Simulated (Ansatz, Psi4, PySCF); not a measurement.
Two rigid molecules brought together: CH6Si ··· HF (SMILES C[SiH3] and F). Monomers: optimised at B3LYP-D3(BJ) (def2-TZVP), held rigid. Orientation: lowest of the rigid-body minima from ten starts at GFN2-xTB. R is the distance of the centres of mass, along which the second monomer moves.

Geometry at R = 3.41 Å (first 8 atoms: monomer A):
```
10

Si    -0.8816     0.1042    -0.0221
C      0.9810    -0.1160     0.0246
H     -1.4881    -0.7908    -1.0378
H     -1.2337     1.5039    -0.3649
H     -1.4788    -0.2165     1.2974
H      1.2448    -1.1447     0.2765
H      1.4317     0.5408     0.7708
H      1.4248     0.1190    -0.9445
F     -0.7989    -3.2728     0.8198
H     -1.1225    -2.4312     0.6156
```

Levels of theory: PBE0-D3(BJ)/def2-TZVP, counterpoise-corrected (Psi4); CCSD(T)/aug-cc-pVDZ = CCSD(T) on RHF/aug-cc-pVDZ, frozen core, counterpoise-corrected run with Ansatz (a quantum-chemistry and plane-wave program); MP2/aug-cc-pVTZ = Psi4 with DF-MP2/aug-cc-pVTZ, frozen core, counterpoise-corrected; RKS-B3LYP/6-31G* = PySCF with restricted B3LYP/6-31G*, spherical d, no counterpoise correction; RKS-B3LYP/6-311+G** = restricted B3LYP/6-311+G**, spherical d, no counterpoise correction (PySCF).

Interaction energies in kJ/mol (negative: bound); R is the distance of the centres of mass, d the H5···H10 distance.

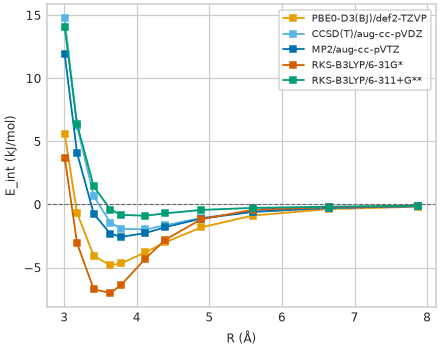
Figure. Interaction energy against separation.

```tsv
R / Å	d / Å	PBE0-D3(BJ)/def2-TZVP	CCSD(T)/aug-cc-pVDZ	MP2/aug-cc-pVTZ	RKS-B3LYP/6-31G*	RKS-B3LYP/6-311+G**
3.01	2.03	5.56	14.77	11.89	3.71	14.04
3.18	2.16	-0.67	6.20	4.08	-3.07	6.36
3.41	2.34	-4.08	0.65	-0.74	-6.73	1.42
3.64	2.53	-4.81	-1.45	-2.33	-7.02	-0.41
3.79	2.66	-4.67	-1.93	-2.57	-6.37	-0.82
4.12	2.95	-3.80	-1.97	-2.27	-4.30	-0.89
4.39	3.19	-3.01	-1.66	-1.81	-2.81	-0.71
4.89	3.65	-1.82	-1.07	-1.12	-1.17	-0.43
5.60	4.32	-0.88	-0.57	-0.59	-0.42	-0.27
6.65	5.32	-0.37	-0.26	-0.27	-0.21	-0.17
7.88	6.52	-0.17	-0.13	-0.14	-0.12	-0.10
```

Lowest grid point: PBE0-D3(BJ)/def2-TZVP -4.81 kJ/mol at R = 3.64 Å; CCSD(T)/aug-cc-pVDZ -1.97 kJ/mol at R = 4.12 Å; MP2/aug-cc-pVTZ -2.57 kJ/mol at R = 3.79 Å; RKS-B3LYP/6-31G* -7.02 kJ/mol at R = 3.64 Å; RKS-B3LYP/6-311+G** -0.89 kJ/mol at R = 4.12 Å.
